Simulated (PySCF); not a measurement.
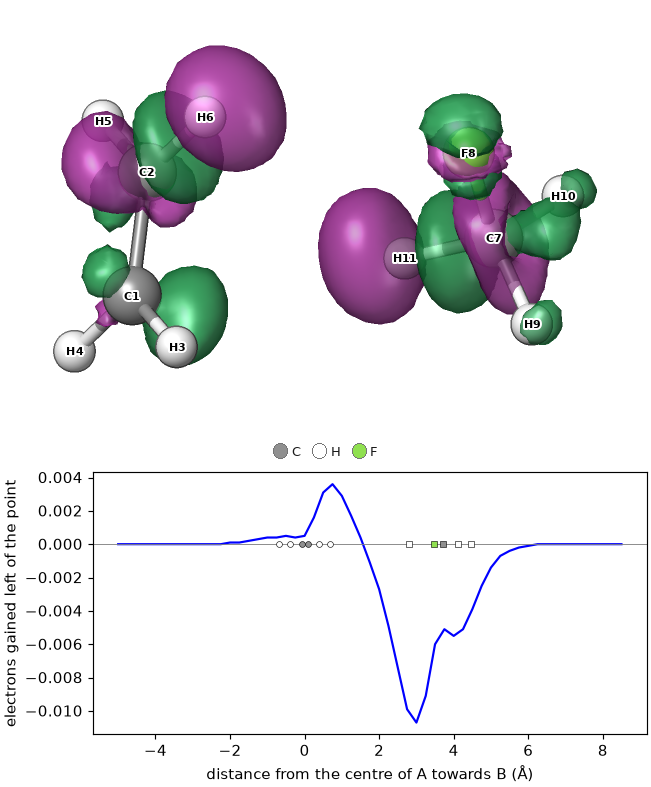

*C₃H₇F, SMILES `C=C.CF`. Density of the complex less the densities of the two fragments at the same geometry, ±0.002 e/Å³ (green: gain, purple: loss). Fragment A: H4C2 (atoms 1–6); fragment B: H3CF. Below: the charge-displacement curve along the line of centres (A on the left).*

Level of theory: B3LYP/def2-SVP (PySCF), at a geometry from GFN2-xTB.

The calculation's input:

```python
import numpy as np
from pyscf import gto, scf, dft
from pyscf.scf import atom_ks, atom_hf
from scipy.linalg import block_diag
from pyscf.dispersion import dftd3

def solve(mol, dm0=None, hcore=None):
    mf = (dft.UKS if mol.spin else dft.RKS)(mol, xc='b3lyp')
    mf.grids.level = 3
    mf = mf.density_fit(auxbasis='def2-universal-jkfit')
    mf.conv_tol, mf.max_cycle = 1e-8, 80
    if hcore is not None:
        mf.get_hcore = lambda *args: hcore
    mf.kernel(dm0)
    if not mf.converged:
        mf = mf.newton().run(mf.mo_coeff, mf.mo_occ, max_cycle=30)
    assert mf.converged, 'SCF not converged'
    return mf

mol = gto.M(atom='''
C     -2.07684     0.53985    -0.27973
C     -1.78282    -0.62329     0.26341
H     -1.58314     0.89231    -1.17092
H     -2.82672     1.19426     0.13505
H     -2.27716    -0.97872     1.15325
H     -1.03278    -1.27436    -0.15481
C      1.72892     0.57544     0.32756
F      1.69941    -0.59770    -0.36966
H      2.07240     1.35992    -0.34759
H      2.41935     0.45358     1.16272
H      0.71782     0.78026     0.68182
''', basis='def2-svp', charge=0, spin=0, verbose=4)
mol_a = gto.M(atom='''
C     -2.07684     0.53985    -0.27973
C     -1.78282    -0.62329     0.26341
H     -1.58314     0.89231    -1.17092
H     -2.82672     1.19426     0.13505
H     -2.27716    -0.97872     1.15325
H     -1.03278    -1.27436    -0.15481
ghost-C      1.72892     0.57544     0.32756
ghost-F      1.69941    -0.59770    -0.36966
ghost-H      2.07240     1.35992    -0.34759
ghost-H      2.41935     0.45358     1.16272
ghost-H      0.71782     0.78026     0.68182
''', basis='def2-svp', charge=0, spin=0, verbose=4)
mol_b = gto.M(atom='''
ghost-C     -2.07684     0.53985    -0.27973
ghost-C     -1.78282    -0.62329     0.26341
ghost-H     -1.58314     0.89231    -1.17092
ghost-H     -2.82672     1.19426     0.13505
ghost-H     -2.27716    -0.97872     1.15325
ghost-H     -1.03278    -1.27436    -0.15481
C      1.72892     0.57544     0.32756
F      1.69941    -0.59770    -0.36966
H      2.07240     1.35992    -0.34759
H      2.41935     0.45358     1.16272
H      0.71782     0.78026     0.68182
''', basis='def2-svp', charge=0, spin=0, verbose=4)
ab, a, b = solve(mol), solve(mol_a), solve(mol_b)
e_int = ab.e_tot - a.e_tot - b.e_tot
print('counterpoise-corrected interaction energy / kcal/mol', e_int * 627.5095)
def disp(atoms, charge):
    m = gto.M(atom=atoms, charge=charge, basis='sto-3g', spin=None, unit='Bohr', verbose=0)
    return dftd3.DFTD3Dispersion(m, xc='b3lyp', version='d3bj').get_dispersion()['energy']
e_disp = disp(mol._atom, mol.charge) - disp(mol._atom[:6], mol_a.charge) - disp(mol._atom[6:], mol_b.charge)
print('D3(BJ) part / kcal/mol', e_disp * 627.5095)
# spherically averaged free atoms, for the promolecule
atm = atom_ks.get_atm_nrks(mol, xc='b3lyp')
pro = block_diag(*[(atm[a[0]][2] * atm[a[0]][3]) @ atm[a[0]][2].T for a in mol._atom])
np.savez('result.npz', e_int=e_int, e_disp=e_disp, dm_a=a.make_rdm1(), dm_b=b.make_rdm1(), c=ab.mo_coeff, occ=ab.mo_occ, eps=ab.mo_energy, pro=pro, d=[f.dip_moment(verbose=0) for f in (ab, a, b)])
```

Launched as:

```sh
OMP_NUM_THREADS=1 python input.py
```

The run took 18 s on 1 thread of Arm Neoverse V1, on a shared host, peak memory 0.43 GiB.

Partitions, critical points and surface values were worked out afterwards from this run's density.

### Which way does charge flow?

Hirshfeld charges show almost no net transfer (under 0.005 e). By Hirshfeld charges, electrons gather most on C1 (−0.004 e) and leave H6 most (+0.007 e); 0.03 e is displaced in all, which induces a dipole of 0.12 D.

### What is the interaction energy, and which contacts carry it?

The counterpoise-corrected interaction energy of the frozen fragments is −0.1 kcal/mol without dispersion correction and −1.4 kcal/mol with D3(BJ). The pair geometry is semi-empirical, not a minimum at this level. Contacts: C2···H11, C–H···C contact, 2.90 Å, ρ = 0.006 a.u.; H6···F8, weak C–H hydrogen bond, 2.82 Å, ρ = 0.004 a.u. The pose is a local one from a semi-empirical search, not shown to be the most stable.
